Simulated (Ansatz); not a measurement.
**GeH4Cl (doublet): B2PLYP, RPA-PBE over a scan of the distance Ge1–H5 along a hydrogen transfer, cc-pVDZ**

Aim: run GeH4Cl (doublet) with these functionals over a scan of the distance Ge1–H5 along a hydrogen transfer, and hold them against the top wave-function level at the same points.

Method: cc-pVDZ, all electrons in the functionals, frozen cores in the correlation of double hybrids and RPA; program: Ansatz 0.2.0, Gaussian basis.

The runs, in order: B2PLYP, RPA-PBE, at 1.534 Å; 1.597 Å; 1.723 Å; 1.848 Å; 1.974 Å.

## (1) The geometry

The geometry derives from fragments relaxed apart (PBE0/def2-TZVP) and kept rigid, so it is no stationary point. A hydrogen atom is moved between rigid fragments. No spin-orbit coupling is included. The filled d shell of Ge may be among the frozen orbitals whatever the setting's name suggests; the logs give the count.

6 atoms, charge 0, spin multiplicity 2.

Atoms are counted from 1 here; the program's logs count them from 0.

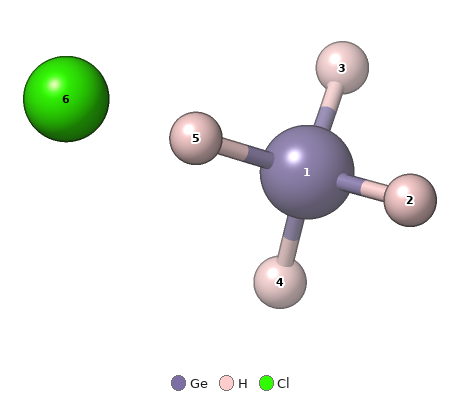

The structure; germanium purple, hydrogen pink, chlorine green; atoms are numbered from 1 in the order of the file.

No dispersion term is added.

The geometry shown and the zero of energy belong to the point 1.534 Å. The yardstick, UCCSDT(Q), and other wave-function levels (R restricted, U unrestricted, valence and pair active spaces) come from earlier runs.

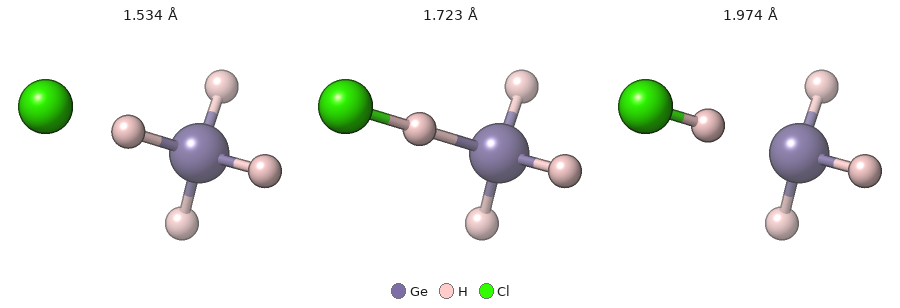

Three points of the scan; sticks are drawn by distance.

## (2) B2PLYP, 1.534 Å

The input, in.yaml:

```yaml
crystal:
  periodic: [false, false, false]
  atoms:
    - {symbol: Ge, position_ang: [-1.051024, 0.000000, 0.000000]}
    - {symbol: H, position_ang: [-1.562474, 1.446599, 0.000000]}
    - {symbol: H, position_ang: [-1.562473, -0.723300, 1.252792]}
    - {symbol: H, position_ang: [-1.562474, -0.723299, -1.252792]}
    - {symbol: H, position_ang: [0.483326, 0.000000, 0.000000]}
    - {symbol: Cl, position_ang: [2.272976, 0.000000, 0.000000]}
basis:
  gaussian: {orbitals: cc-pVDZ}
magnetization: {spin_polarized: true, initial_magnetization: 1}
hamiltonian: {xc: {name: B2PLYP}}
correlation: {electrons: outside_noble_gas}
```

Started as:

```bash
> ansatz run in.yaml --threads 1 --pin off --events-out ev --progress --plain --max-ram 2816MiB --backend cpu
```

Standard output:

```text
Functional definition: B2PLYP
  name "B2PLYP"
  cite "Grimme, J. Chem. Phys. 124, 034108 (2006) doi:10.1063/1.2148954"
  cite "Becke, Phys. Rev. A 38, 3098 (1988) doi:10.1103/PhysRevA.38.3098"
  cite "Lee, Yang & Parr, Phys. Rev. B 37, 785 (1988) doi:10.1103/PhysRevB.37.785"
  parameter a = 0.53
  parameter c = 0.27
  exchange = (1 - a)*b88_x + a*exact_x
  correlation = (1 - c)*lyp_c + c*(mp2_os + mp2_ss)
693 factors; integrals over basis functions are off by at most 1.2e-3 eV
mean field evaluation 1: about -69084.9756 eV, gradient 7.7e0 eV
mean field evaluation 2: about -69084.9765 eV, gradient 7.7e0 eV
mean field evaluation 4: about -69085.5549 eV, gradient 9.9e-1 eV
mean field evaluation 8: about -69085.5810 eV, gradient 3.4e-2 eV
mean field evaluation 16: about -69085.5811 eV, gradient 2.6e-5 eV
mean field -69085.58105009 eV, -2538.8482757022 hartree, gradient 5.3e-6 eV, S^2 0.757759; 2 other end points of the search recorded, 0 dependent functions left out
19 core orbitals not correlated: weight in the atoms' cores, before any rotation towards them, 0.999 or more for the frozen orbitals, at most 0.001 for the correlated occupied ones
reference -69085.58120020 eV, -2538.8482812187 hartree; 8, 7 occupied and 38, 39 virtual orbitals, 693 factors
second order -7.95843438 eV of doubles, -0.00000000 eV of singles
Total energy: -69087.72997749 eV, -2538.9272473273 hartree
```

Wall time 3 s (1 thread of AMD EPYC 7R13, shared host).

From the report: ⟨S²⟩ of the determinant 0.758 (pure doublet: 0.75).

## (3) B2PLYP, 1.597 Å

The input, in.yaml:

```yaml
crystal:
  periodic: [false, false, false]
  atoms:
    - {symbol: Ge, position_ang: [-1.051587, 0.000000, 0.000000]}
    - {symbol: H, position_ang: [-1.563037, 1.446599, 0.000000]}
    - {symbol: H, position_ang: [-1.563037, -0.723300, 1.252792]}
    - {symbol: H, position_ang: [-1.563037, -0.723299, -1.252792]}
    - {symbol: H, position_ang: [0.545413, 0.000000, 0.000000]}
    - {symbol: Cl, position_ang: [2.272413, 0.000000, 0.000000]}
basis:
  gaussian: {orbitals: cc-pVDZ}
magnetization: {spin_polarized: true, initial_magnetization: 1}
hamiltonian: {xc: {name: B2PLYP}}
correlation: {electrons: outside_noble_gas}
```

Launched as before.

Standard output (excerpt; [...] marks lines left out):

```text
Functional definition: B2PLYP
  name "B2PLYP"
  cite "Grimme, J. Chem. Phys. 124, 034108 (2006) doi:10.1063/1.2148954"
  cite "Becke, Phys. Rev. A 38, 3098 (1988) doi:10.1103/PhysRevA.38.3098"
  cite "Lee, Yang & Parr, Phys. Rev. B 37, 785 (1988) doi:10.1103/PhysRevB.37.785"
[...]
695 factors; integrals over basis functions are off by at most 9.9e-4 eV
[...]
mean field -69085.62404593 eV, -2538.8498557699 hartree, gradient 1.5e-6 eV, S^2 0.759349; 2 other end points of the search recorded, 0 dependent functions left out
19 core orbitals not correlated: weight in the atoms' cores, before any rotation towards them, 0.999 or more for the frozen orbitals, at most 0.001 for the correlated occupied ones
reference -69085.62419571 eV, -2538.8498612744 hartree; 8, 7 occupied and 38, 39 virtual orbitals, 695 factors
second order -8.04021995 eV of doubles, -0.00000000 eV of singles
Total energy: -69087.79505510 eV, -2538.9296388854 hartree
```

Wall time 2.9 s (1 thread of AMD EPYC 7R13, shared host).

From the report: ⟨S²⟩ of the determinant 0.759 (pure doublet: 0.75).

From 1.534 Å: -6.3 kJ/mol.

## (4) B2PLYP, 1.723 Å

The input, in.yaml:

```yaml
crystal:
  periodic: [false, false, false]
  atoms:
    - {symbol: Ge, position_ang: [-1.052719, 0.000000, 0.000000]}
    - {symbol: H, position_ang: [-1.564169, 1.446599, 0.000000]}
    - {symbol: H, position_ang: [-1.564169, -0.723300, 1.252792]}
    - {symbol: H, position_ang: [-1.564169, -0.723299, -1.252792]}
    - {symbol: H, position_ang: [0.670281, 0.000000, 0.000000]}
    - {symbol: Cl, position_ang: [2.271281, 0.000000, 0.000000]}
basis:
  gaussian: {orbitals: cc-pVDZ}
magnetization: {spin_polarized: true, initial_magnetization: 1}
hamiltonian: {xc: {name: B2PLYP}}
correlation: {electrons: outside_noble_gas}
```

The command is unchanged.

Standard output (excerpt; [...] marks lines left out):

```text
Functional definition: B2PLYP
  name "B2PLYP"
  cite "Grimme, J. Chem. Phys. 124, 034108 (2006) doi:10.1063/1.2148954"
  cite "Becke, Phys. Rev. A 38, 3098 (1988) doi:10.1103/PhysRevA.38.3098"
  cite "Lee, Yang & Parr, Phys. Rev. B 37, 785 (1988) doi:10.1103/PhysRevB.37.785"
[...]
695 factors; integrals over basis functions are off by at most 9.7e-4 eV
[...]
mean field -69085.66991260 eV, -2538.8515413392 hartree, gradient 6.3e-6 eV, S^2 0.761484; 0 other end points of the search recorded, 0 dependent functions left out
19 core orbitals not correlated: weight in the atoms' cores, before any rotation towards them, 0.999 or more for the frozen orbitals, at most 0.001 for the correlated occupied ones
reference -69085.67006194 eV, -2538.8515468272 hartree; 8, 7 occupied and 38, 39 virtual orbitals, 695 factors
second order -8.18337773 eV of doubles, -0.00000000 eV of singles
Total energy: -69087.87957393 eV, -2538.9327448951 hartree
```

It took 2.3 s on 1 thread of AMD EPYC 7R13, shared host.

From the report: ⟨S²⟩ of the determinant 0.761 (pure doublet: 0.75).

From 1.534 Å: -14.4 kJ/mol.

## (5) B2PLYP, 1.848 Å

The input, in.yaml:

```yaml
crystal:
  periodic: [false, false, false]
  atoms:
    - {symbol: Ge, position_ang: [-1.053843, 0.000000, 0.000000]}
    - {symbol: H, position_ang: [-1.565293, 1.446599, 0.000000]}
    - {symbol: H, position_ang: [-1.565293, -0.723300, 1.252792]}
    - {symbol: H, position_ang: [-1.565293, -0.723299, -1.252792]}
    - {symbol: H, position_ang: [0.794157, 0.000000, 0.000000]}
    - {symbol: Cl, position_ang: [2.270157, 0.000000, 0.000000]}
basis:
  gaussian: {orbitals: cc-pVDZ}
magnetization: {spin_polarized: true, initial_magnetization: 1}
hamiltonian: {xc: {name: B2PLYP}}
correlation: {electrons: outside_noble_gas}
```

Same command.

Standard output (excerpt; [...] marks lines left out):

```text
Functional definition: B2PLYP
  name "B2PLYP"
  cite "Grimme, J. Chem. Phys. 124, 034108 (2006) doi:10.1063/1.2148954"
  cite "Becke, Phys. Rev. A 38, 3098 (1988) doi:10.1103/PhysRevA.38.3098"
  cite "Lee, Yang & Parr, Phys. Rev. B 37, 785 (1988) doi:10.1103/PhysRevB.37.785"
[...]
693 factors; integrals over basis functions are off by at most 1.3e-3 eV
[...]
mean field -69085.75386181 eV, -2538.8546264155 hartree, gradient 3.2e-6 eV, S^2 0.759147; 0 other end points of the search recorded, 0 dependent functions left out
19 core orbitals not correlated: weight in the atoms' cores, before any rotation towards them, 0.999 or more for the frozen orbitals, at most 0.001 for the correlated occupied ones
reference -69085.75401130 eV, -2538.8546319094 hartree; 8, 7 occupied and 38, 39 virtual orbitals, 693 factors
second order -8.24499574 eV of doubles, -0.00000000 eV of singles
Total energy: -69087.98016015 eV, -2538.9364413707 hartree
```

Run time: 2.4 s. Hardware: 1 thread of AMD EPYC 7R13, shared host.

From the report: ⟨S²⟩ of the determinant 0.759 (pure doublet: 0.75).

From 1.534 Å: -24.1 kJ/mol.

## (6) B2PLYP, 1.974 Å

The input, in.yaml:

```yaml
crystal:
  periodic: [false, false, false]
  atoms:
    - {symbol: Ge, position_ang: [-1.054976, 0.000000, 0.000000]}
    - {symbol: H, position_ang: [-1.566426, 1.446599, 0.000000]}
    - {symbol: H, position_ang: [-1.566426, -0.723300, 1.252792]}
    - {symbol: H, position_ang: [-1.566426, -0.723299, -1.252792]}
    - {symbol: H, position_ang: [0.919024, 0.000000, 0.000000]}
    - {symbol: Cl, position_ang: [2.269024, 0.000000, 0.000000]}
basis:
  gaussian: {orbitals: cc-pVDZ}
magnetization: {spin_polarized: true, initial_magnetization: 1}
hamiltonian: {xc: {name: B2PLYP}}
correlation: {electrons: outside_noble_gas}
```

The command is unchanged.

Standard output (excerpt; [...] marks lines left out):

```text
Functional definition: B2PLYP
  name "B2PLYP"
  cite "Grimme, J. Chem. Phys. 124, 034108 (2006) doi:10.1063/1.2148954"
  cite "Becke, Phys. Rev. A 38, 3098 (1988) doi:10.1103/PhysRevA.38.3098"
  cite "Lee, Yang & Parr, Phys. Rev. B 37, 785 (1988) doi:10.1103/PhysRevB.37.785"
[...]
695 factors; integrals over basis functions are off by at most 1.1e-3 eV
[...]
mean field -69085.84307905 eV, -2538.8579050886 hartree, gradient 2.8e-6 eV, S^2 0.755007; 0 other end points of the search recorded, 0 dependent functions left out
19 core orbitals not correlated: weight in the atoms' cores, before any rotation towards them, 0.999 or more for the frozen orbitals, at most 0.001 for the correlated occupied ones
reference -69085.84322922 eV, -2538.8579106072 hartree; 8, 7 occupied and 38, 39 virtual orbitals, 695 factors
second order -8.20528651 eV of doubles, -0.00000000 eV of singles
Total energy: -69088.05865657 eV, -2538.9393260609 hartree
```

Wall time 2.3 s (1 thread of AMD EPYC 7R13, shared host).

From the report: ⟨S²⟩ of the determinant 0.755 (pure doublet: 0.75).

From 1.534 Å: -31.7 kJ/mol.

## (7) RPA-PBE, 1.534 Å

The input, in.yaml:

```yaml
crystal:
  periodic: [false, false, false]
  atoms:
    - {symbol: Ge, position_ang: [-1.051024, 0.000000, 0.000000]}
    - {symbol: H, position_ang: [-1.562474, 1.446599, 0.000000]}
    - {symbol: H, position_ang: [-1.562473, -0.723300, 1.252792]}
    - {symbol: H, position_ang: [-1.562474, -0.723299, -1.252792]}
    - {symbol: H, position_ang: [0.483326, 0.000000, 0.000000]}
    - {symbol: Cl, position_ang: [2.272976, 0.000000, 0.000000]}
basis:
  gaussian: {orbitals: cc-pVDZ}
magnetization: {spin_polarized: true, initial_magnetization: 1}
hamiltonian: {xc: {name: PBE}}
correlation: {method: rpa, electrons: outside_noble_gas}
```

The command is unchanged.

Standard output (excerpt; [...] marks lines left out):

```text
Functional definition: PBE
  name "PBE"
  cite "Perdew, Burke & Ernzerhof, Phys. Rev. Lett. 77, 3865 (1996) doi:10.1103/PhysRevLett.77.3865"
  parent pbe
[...]
693 factors; integrals over basis functions are off by at most 1.2e-3 eV
[...]
mean field -69089.42818963 eV, -2538.9896554726 hartree, gradient 4.1e-6 eV, S^2 0.751446; 1 other end points of the search recorded, 0 dependent functions left out
19 core orbitals not correlated: weight in the atoms' cores, before any rotation towards them, 0.998 or more for the frozen orbitals, at most 0.001 for the correlated occupied ones
reference -69036.99813788 eV, -2537.0628866090 hartree; 8, 7 occupied and 38, 39 virtual orbitals, 693 factors
Total energy: -69049.52619242 eV, -2537.5232841217 hartree
```

It took 3.2 s on 1 thread of AMD EPYC 7R13, shared host.

From the report: ⟨S²⟩ of the determinant 0.751 (pure doublet: 0.75).

## (8) RPA-PBE, 1.597 Å

The input, in.yaml:

```yaml
crystal:
  periodic: [false, false, false]
  atoms:
    - {symbol: Ge, position_ang: [-1.051587, 0.000000, 0.000000]}
    - {symbol: H, position_ang: [-1.563037, 1.446599, 0.000000]}
    - {symbol: H, position_ang: [-1.563037, -0.723300, 1.252792]}
    - {symbol: H, position_ang: [-1.563037, -0.723299, -1.252792]}
    - {symbol: H, position_ang: [0.545413, 0.000000, 0.000000]}
    - {symbol: Cl, position_ang: [2.272413, 0.000000, 0.000000]}
basis:
  gaussian: {orbitals: cc-pVDZ}
magnetization: {spin_polarized: true, initial_magnetization: 1}
hamiltonian: {xc: {name: PBE}}
correlation: {method: rpa, electrons: outside_noble_gas}
```

The command is unchanged.

Standard output (excerpt; [...] marks lines left out):

```text
Functional definition: PBE
  name "PBE"
  cite "Perdew, Burke & Ernzerhof, Phys. Rev. Lett. 77, 3865 (1996) doi:10.1103/PhysRevLett.77.3865"
  parent pbe
[...]
695 factors; integrals over basis functions are off by at most 9.9e-4 eV
[...]
mean field -69089.52868957 eV, -2538.9933487772 hartree, gradient 4.5e-6 eV, S^2 0.751536; 1 other end points of the search recorded, 0 dependent functions left out
19 core orbitals not correlated: weight in the atoms' cores, before any rotation towards them, 0.998 or more for the frozen orbitals, at most 0.001 for the correlated occupied ones
reference -69037.02282635 eV, -2537.0637938937 hartree; 8, 7 occupied and 38, 39 virtual orbitals, 695 factors
Total energy: -69049.58252731 eV, -2537.5253543906 hartree
```

It took 2.8 s on 1 thread of AMD EPYC 7R13, shared host.

From the report: ⟨S²⟩ of the determinant 0.752 (pure doublet: 0.75).

From 1.534 Å: -5.4 kJ/mol.

## (9) RPA-PBE, 1.723 Å

The input, in.yaml:

```yaml
crystal:
  periodic: [false, false, false]
  atoms:
    - {symbol: Ge, position_ang: [-1.052719, 0.000000, 0.000000]}
    - {symbol: H, position_ang: [-1.564169, 1.446599, 0.000000]}
    - {symbol: H, position_ang: [-1.564169, -0.723300, 1.252792]}
    - {symbol: H, position_ang: [-1.564169, -0.723299, -1.252792]}
    - {symbol: H, position_ang: [0.670281, 0.000000, 0.000000]}
    - {symbol: Cl, position_ang: [2.271281, 0.000000, 0.000000]}
basis:
  gaussian: {orbitals: cc-pVDZ}
magnetization: {spin_polarized: true, initial_magnetization: 1}
hamiltonian: {xc: {name: PBE}}
correlation: {method: rpa, electrons: outside_noble_gas}
```

Same command.

Standard output (excerpt; [...] marks lines left out):

```text
Functional definition: PBE
  name "PBE"
  cite "Perdew, Burke & Ernzerhof, Phys. Rev. Lett. 77, 3865 (1996) doi:10.1103/PhysRevLett.77.3865"
  parent pbe
[...]
695 factors; integrals over basis functions are off by at most 9.7e-4 eV
[...]
mean field -69089.65902742 eV, -2538.9981386049 hartree, gradient 4.9e-6 eV, S^2 0.751648; 1 other end points of the search recorded, 0 dependent functions left out
19 core orbitals not correlated: weight in the atoms' cores, before any rotation towards them, 0.999 or more for the frozen orbitals, at most 0.001 for the correlated occupied ones
reference -69037.06064269 eV, -2537.0651836185 hartree; 8, 7 occupied and 38, 39 virtual orbitals, 695 factors
Total energy: -69049.64796484 eV, -2537.5277591753 hartree
```

It took 2.8 s on 1 thread of AMD EPYC 7R13, shared host.

From the report: ⟨S²⟩ of the determinant 0.752 (pure doublet: 0.75).

From 1.534 Å: -11.7 kJ/mol.

## (10) RPA-PBE, 1.848 Å

The input, in.yaml:

```yaml
crystal:
  periodic: [false, false, false]
  atoms:
    - {symbol: Ge, position_ang: [-1.053843, 0.000000, 0.000000]}
    - {symbol: H, position_ang: [-1.565293, 1.446599, 0.000000]}
    - {symbol: H, position_ang: [-1.565293, -0.723300, 1.252792]}
    - {symbol: H, position_ang: [-1.565293, -0.723299, -1.252792]}
    - {symbol: H, position_ang: [0.794157, 0.000000, 0.000000]}
    - {symbol: Cl, position_ang: [2.270157, 0.000000, 0.000000]}
basis:
  gaussian: {orbitals: cc-pVDZ}
magnetization: {spin_polarized: true, initial_magnetization: 1}
hamiltonian: {xc: {name: PBE}}
correlation: {method: rpa, electrons: outside_noble_gas}
```

Same command.

Standard output (excerpt; [...] marks lines left out):

```text
Functional definition: PBE
  name "PBE"
  cite "Perdew, Burke & Ernzerhof, Phys. Rev. Lett. 77, 3865 (1996) doi:10.1103/PhysRevLett.77.3865"
  parent pbe
[...]
693 factors; integrals over basis functions are off by at most 1.3e-3 eV
[...]
mean field -69089.75189459 eV, -2539.0015514104 hartree, gradient 4.3e-6 eV, S^2 0.751544; 1 other end points of the search recorded, 0 dependent functions left out
19 core orbitals not correlated: weight in the atoms' cores, before any rotation towards them, 0.999 or more for the frozen orbitals, at most 0.001 for the correlated occupied ones
reference -69037.19316600 eV, -2537.0700537601 hartree; 8, 7 occupied and 38, 39 virtual orbitals, 693 factors
Total energy: -69049.73570040 eV, -2537.5309833978 hartree
```

Run time: 2.9 s. Hardware: 1 thread of AMD EPYC 7R13, shared host.

From the report: ⟨S²⟩ of the determinant 0.752 (pure doublet: 0.75).

From 1.534 Å: -20.2 kJ/mol.

## (11) RPA-PBE, 1.974 Å

The input, in.yaml:

```yaml
crystal:
  periodic: [false, false, false]
  atoms:
    - {symbol: Ge, position_ang: [-1.054976, 0.000000, 0.000000]}
    - {symbol: H, position_ang: [-1.566426, 1.446599, 0.000000]}
    - {symbol: H, position_ang: [-1.566426, -0.723300, 1.252792]}
    - {symbol: H, position_ang: [-1.566426, -0.723299, -1.252792]}
    - {symbol: H, position_ang: [0.919024, 0.000000, 0.000000]}
    - {symbol: Cl, position_ang: [2.269024, 0.000000, 0.000000]}
basis:
  gaussian: {orbitals: cc-pVDZ}
magnetization: {spin_polarized: true, initial_magnetization: 1}
hamiltonian: {xc: {name: PBE}}
correlation: {method: rpa, electrons: outside_noble_gas}
```

The command is unchanged.

Standard output (excerpt; [...] marks lines left out):

```text
Functional definition: PBE
  name "PBE"
  cite "Perdew, Burke & Ernzerhof, Phys. Rev. Lett. 77, 3865 (1996) doi:10.1103/PhysRevLett.77.3865"
  parent pbe
[...]
695 factors; integrals over basis functions are off by at most 1.1e-3 eV
[...]
mean field -69089.77250630 eV, -2539.0023088769 hartree, gradient 2.5e-6 eV, S^2 0.751386; 2 other end points of the search recorded, 0 dependent functions left out
19 core orbitals not correlated: weight in the atoms' cores, before any rotation towards them, 0.998 or more for the frozen orbitals, at most 0.001 for the correlated occupied ones
reference -69037.38198108 eV, -2537.0769925863 hartree; 8, 7 occupied and 38, 39 virtual orbitals, 695 factors
Total energy: -69049.81602143 eV, -2537.5339351412 hartree
```

It took 2.7 s on 1 thread of AMD EPYC 7R13, shared host.

From the report: ⟨S²⟩ of the determinant 0.751 (pure doublet: 0.75).

From 1.534 Å: -28.0 kJ/mol.

## (12) Against the wave-function levels

The yardstick is UCCSDT(Q), where the cluster series has nearly closed. It comes from earlier runs at the same points. Energies in kJ/mol, counted from 1.534 Å; blanks weren't run or aren't comparable.

| level | 1.534 Å | 1.597 Å | 1.723 Å | 1.848 Å | 1.974 Å |
| --- | --- | --- | --- | --- | --- |
| UCCSDT(Q) | 0.0 | -5.1 | -12.4 | -23.8 | -34.9 |
| B2PLYP | 0.0 | -6.3 | -14.4 | -24.1 | -31.7 |
| RPA-PBE | 0.0 | -5.4 | -11.7 | -20.2 | -28.0 |

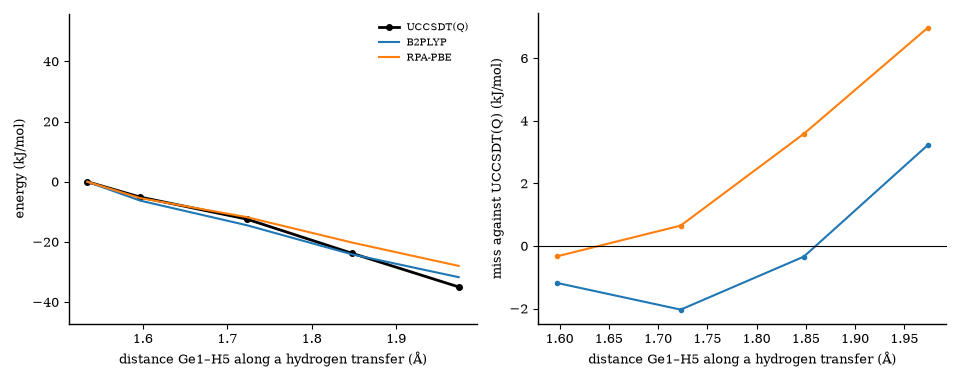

Left: the curves (the axis may cut off levels that run far away). Right: misses against UCCSDT(Q), in the same colours.

Largest miss and mean time a point (UCCSDT(Q) took 6.6 s a point; shared hosts):

```csv
level,largest miss (kJ/mol),where,time a point
B2PLYP,+3.2,1.974 Å,2.6 s
RPA-PBE,+7.0,1.974 Å,2.9 s
```

## (13) Results

| quantity | value |
| --- | --- |
| span of the UCCSDT(Q) curve | 34.9 kJ/mol |
| largest miss, B2PLYP | +3.2 kJ/mol (1.974 Å) |
| largest miss, RPA-PBE | +7.0 kJ/mol (1.974 Å) |

**Reading.** Of the functionals, B2PLYP keep the smallest largest miss at the points compared (at most 3.2 kJ/mol) and RPA-PBE strays most (7.0 kJ/mol, at 1.974 Å). Functionals and the yardstick converge differently with the basis, so part of each miss in cc-pVDZ is the basis.
